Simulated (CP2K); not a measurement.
**C2F5 (SMILES F[C](F)C(F)(F)F) at GFN1-xTB**

What is the vertical ionisation energy of C2F5 at GFN1-xTB? 

The calculation is run with CP2K 2026.2.

2 further runs of the same task are left out: 1 that didn't finish, 1 set aside as unsound or not needed.

## 1. The molecule

C2F5: 7 atoms, total charge 0, spin state doublet. As SMILES, `F[C](F)C(F)(F)F`. The shape is that of a PBE0-D4/def2-TZVP optimisation.

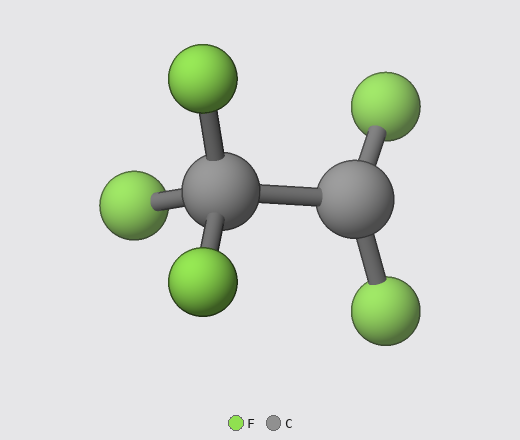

Viewed from a chosen angle; fluorine green, carbon grey.

## 2. The energy at GFN1-xTB

Contents of calc.inp:

```
&global
    project_name calc
    run_type ENERGY
    print_level MEDIUM
&end global

&force_eval
    method QS
    &dft
        multiplicity 2
        uks T
        &qs
            method XTB
            eps_default 1.0E-10
            &xtb
                gfn_type 1
                check_atomic_charges F
            &end xtb
        &end qs
        &poisson
            periodic NONE
            poisson_solver ANALYTIC
        &end poisson
        &scf
            scf_guess ATOMIC
            eps_scf 1.0E-06
            max_scf 80
            added_mos 4
            &diagonalization
                algorithm STANDARD
            &end diagonalization
            &mixing
                method BROYDEN_MIXING
                alpha 0.3
                nbuffer 8
            &end mixing
        &end scf
        &print
            &moments
                periodic F
                reference COM
                max_moment 1
            &end moments
            &mo ON
                energies T
                occupation_numbers T
                ndigits 6
                &each
                    qs_scf 0
                &end each
                add_last NUMERIC
            &end mo
            &hirshfeld OFF
            &end hirshfeld
        &end print
    &end dft
    &subsys
        &cell
            abc 13 13 12.5
            periodic NONE
        &end cell
        &coord
            UNIT bohr
            F      2.9499192    -1.5987461     0.9693350
            C      0.6085107    -0.8851855     1.3665554
            F     -0.8770786    -2.7991190     1.8947528
            C     -0.4315001     0.9085803    -0.6056761
            F      1.0921861     2.8857819    -0.8405880
            F     -2.7113790     1.6934025     0.0817118
            F     -0.6306394    -0.2047329    -2.8660720
        &end coord
        &topology
            &center_coordinates
            &end center_coordinates
        &end topology
    &end subsys
&end force_eval
```

On the command line:

```sh
$ OMP_NUM_THREADS=1 cp2k.psmp -i calc.inp -o calc.out
```

Output:

```text
CP2K| version string:                                       CP2K version 2026.2
[...]
 GLOBAL| Method name                                                        CP2K
[...]
 GLOBAL| Run type                                                         ENERGY
[...]
                             - Atoms:                                          7
[...]
                             - Spherical basis functions:                     28
[...]
 Number of electrons:                                                         22
[...]
     1 NoMix/Diag. 0.30E+00    0.0     0.55774849       -29.4836474993 -2.95E+01
[...]
    21 Broy./Diag. 0.30E+00    0.0     0.00000064       -29.8577126046  4.04E-06
  *** SCF run converged in    21 steps ***
[...]
 TB_DIPOLE| Moment [Debye]          0.22480239       0.11860700       1.07973552
 TB_DIPOLE| Derivative [a.u.]       0.00000000       0.00000000       0.00000000
[...]
 ENERGY| Total FORCE_EVAL ( QS ) energy [hartree]            -29.857712604638198
[...]
```

Wall time 1.8 s (1 thread of Intel Xeon at 2.50GHz (Skylake/Cascade Lake), shared host); peak memory 0.19 GiB.

## 3. The singlet cation at the same level

Contents of run.inp:

```
&FORCE_EVAL
  METHOD QUICKSTEP
  &DFT
    CHARGE 1
    &QS
      METHOD XTB
      EPS_DEFAULT 1.0E-10
      &XTB
        GFN_TYPE 1
        CHECK_ATOMIC_CHARGES F
      &END XTB
    &END QS
    &POISSON
      PERIODIC NONE
      POISSON_SOLVER ANALYTIC
    &END POISSON
    &SCF
      SCF_GUESS ATOMIC
      EPS_SCF 1.0E-06
      MAX_SCF 80
      ADDED_MOS 4
      &DIAGONALIZATION
        ALGORITHM STANDARD
      &END DIAGONALIZATION
      &MIXING
        METHOD BROYDEN_MIXING
        ALPHA 0.3
        NBUFFER 8
      &END MIXING
    &END SCF
    &PRINT
      &MOMENTS
        PERIODIC F
        REFERENCE COM
        MAX_MOMENT 1
      &END MOMENTS
      &MO ON
        ENERGIES T
        OCCUPATION_NUMBERS T
        NDIGITS 6
        &EACH
          QS_SCF 0
        &END EACH
        ADD_LAST NUMERIC
      &END MO
      &HIRSHFELD OFF
      &END HIRSHFELD
    &END PRINT
  &END DFT
  &SUBSYS
    &CELL
      ABC 13 13 12.5
      PERIODIC NONE
    &END CELL
    &COORD
      UNIT bohr
      F      2.9499192    -1.5987461     0.9693350
      C      0.6085107    -0.8851855     1.3665554
      F     -0.8770786    -2.7991190     1.8947528
      C     -0.4315001     0.9085803    -0.6056761
      F      1.0921861     2.8857819    -0.8405880
      F     -2.7113790     1.6934025     0.0817118
      F     -0.6306394    -0.2047329    -2.8660720
    &END COORD
    &TOPOLOGY
      &CENTER_COORDINATES
      &END CENTER_COORDINATES
    &END TOPOLOGY
  &END SUBSYS
&END FORCE_EVAL

&GLOBAL
  PROJECT run
  RUN_TYPE ENERGY
  PRINT_LEVEL MEDIUM
&END GLOBAL
```

On the command line:

```sh
$ OMP_NUM_THREADS=1 cp2k.psmp -i run.inp -o run.out
```

Output:

```text
CP2K| version string:                                       CP2K version 2026.2
[...]
 GLOBAL| Method name                                                        CP2K
[...]
 GLOBAL| Run type                                                         ENERGY
[...]
                             - Atoms:                                          7
[...]
                             - Spherical basis functions:                     28
[...]
 Number of electrons:                                                         42
[...]
     1 NoMix/Diag. 0.30E+00    0.0     1.69501163       -28.5718372100 -2.86E+01
[...]
    57 Broy./Diag. 0.30E+00    0.0     0.00000060       -29.2574877294  2.65E-08
  *** SCF run converged in    57 steps ***
[...]
 TB_DIPOLE| Moment [Debye]          1.05507097      -1.54961436       2.34790453
 TB_DIPOLE| Derivative [a.u.]       0.00000000       0.00000000       0.00000000
[...]
 ENERGY| Total FORCE_EVAL ( QS ) energy [hartree]            -29.257487729440793
[...]
```

Run time: 2 s. Hardware: 1 thread of Intel Xeon at 2.50GHz (Skylake/Cascade Lake), shared host; peak memory 0.19 GiB.

## 4. Summary of results

At GFN1-xTB:

| quantity | value |
| --- | --- |
| doublet C2F5: total energy | -29.85771 Eh |
| doublet C2F5: dipole moment (from atomic charges alone) | 1.11 D |
| doublet C2F5: HOMO energy (highest over α and β) | -11.68 eV |
| doublet C2F5: LUMO energy (lowest over α and β) | -11.68 eV |
| doublet C2F5: dispersion energy | -4.01 kJ/mol |
| singlet cation: total energy | -29.25749 Eh |
| singlet cation: HOMO energy | -22.81 eV |
| singlet cation: LUMO energy | -20.92 eV |
| singlet cation: HOMO–LUMO gap | 1.89 eV |
| singlet cation: dispersion energy | -4.01 kJ/mol |
| vertical ionisation energy (to the singlet cation) | 16.333 eV |

In words: Removing an electron at fixed nuclei costs 16.33 eV (377 kcal/mol). Only the singlet of the ionised species was computed; a triplet could lie lower. No empirical shift is applied, and without it xTB methods put this difference several eV too high. The dipole (doublet C2F5) comes from point charges on the atoms alone, without atomic dipoles, so it is partial.
